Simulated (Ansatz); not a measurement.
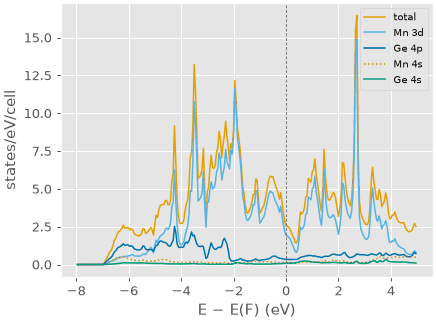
Fig. 1. Total and projected density of states of Mn2Ge in space group P6_3/mmc (No. 194; Mn on 2a, Mn on 2d, Ge on 2c), r²SCAN in the plane-wave PAW code Ansatz

Task: Which orbitals carry the states next to the Fermi level?

Result: Within 0.5 eV of the Fermi level: Mn 3d 76 %, Ge 4p 12 %, outside the projected shells 5 %. Projections are on Löwdin-orthogonalised atomic valence shells; empty p or d shells of many metals are not among them.

Task: Where is the tallest occupied peak in this window, and what makes it?

Result: Near -3.5 eV, about 13 states/eV per cell; the largest projected share is Mn 3d.

The first step of the workflow began from a Materials Project structure, measured or hypothetical; the Crystallography Open Database copy checked does not list it. Whether it is the stable phase at ambient conditions was not checked. The cell was relaxed with r²SCAN under the symmetry of its start; whether a distortion lowers the energy is not shown. Magnetic state: ferromagnetic, chosen from 3 collinear starts compared on coarse meshes (ties went to the first, and starts can fall back to one state), not a proven ground state. The program gave a warning on the electronic state, which may not be the lowest. Spin–orbit coupling is left out wherever it is not named.

Potentials: the later of the program's two PAW sets.
